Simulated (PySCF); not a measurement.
# C3H7ClOSi: what the fields show

The calculation's input:

```
{"job": {"kind": "nmr", "xc": "PBE0", "basis": "pcSseg-1"}, "charge": 0, "multiplicity": 1}
C     -2.107130    -0.001344     0.888902
C     -1.361389    -0.273649    -0.377113
C     -0.040394    -0.194711    -0.473250
Cl     0.744018    -0.532594    -1.992295
O      0.775377     0.130387     0.518749
Si     2.410628     0.272617     0.567656
H     -1.417456     0.262757     1.685012
H     -2.811746     0.816263     0.741685
H     -2.674975    -0.882079     1.186484
H     -1.935487    -0.547361    -1.247330
H      2.521124     0.648510     1.967646
H      3.037846    -1.006250     0.242725
H      2.855196     1.307941    -0.362375
```

Run with:

```sh
OMP_NUM_THREADS=1 python probes_run.py task.json out
```

Geometry: GFN2-xTB.

All numbers below come from PBE0/pcSseg-1, SCF density, gas phase, non-relativistic in PySCF.

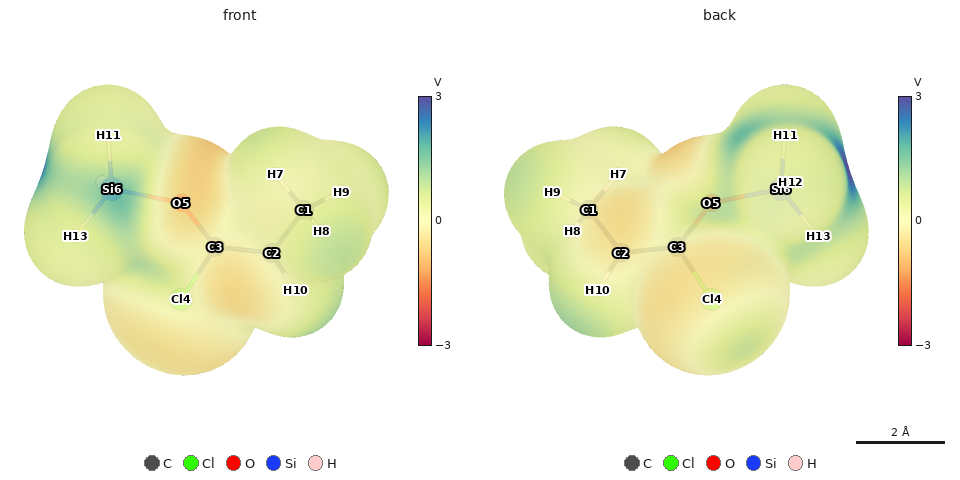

Figure 1. The molecular electrostatic potential painted on the density surface at 0.004 e/bohr³, seen from the front and from behind; the colour scale runs from red (negative) to blue (positive).

> Describe the electrostatic potential map.

The most negative region (about −0.8 V) lies over O5, the most positive (about +2.8 V) over Si6. Cl4 shows a σ-hole: about +0.8 V at the tip opposite its bond, against about −0.1 V on its flanks.

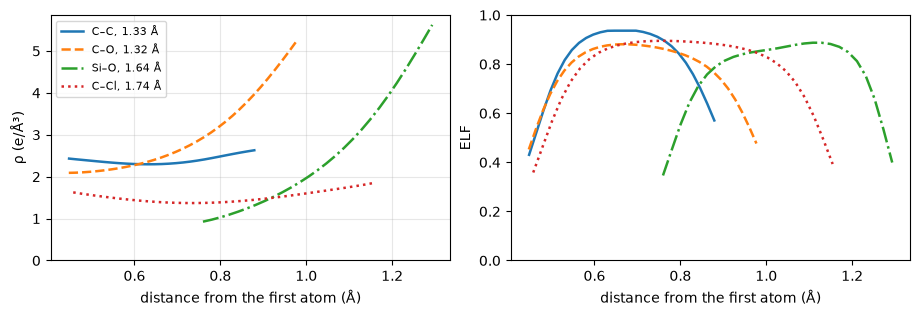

Figure 2. Electron density and ELF along straight lines between neighbouring atoms. The curves leave out the atomic cores.

> Compare the contacts.

C–C (1.33 Å): ρ is about 2.3 e/Å³ halfway; the ELF peaks at about 0.95 between the atoms (a multiple bond).
C–O (1.32 Å): ρ at the midpoint is about 2.5 e/Å³; the ELF peaks at about 0.90 between the atoms (a polar covalent bond).
Si–O (1.64 Å): the density is about 1.1 e/Å³ at the midpoint; the ELF peaks at about 0.90 between the atoms; a polar covalent bond.
C–Cl (1.74 Å): ρ is about 1.4 e/Å³ halfway; the ELF peaks at about 0.90 between the atoms, as expected for a covalent bond.
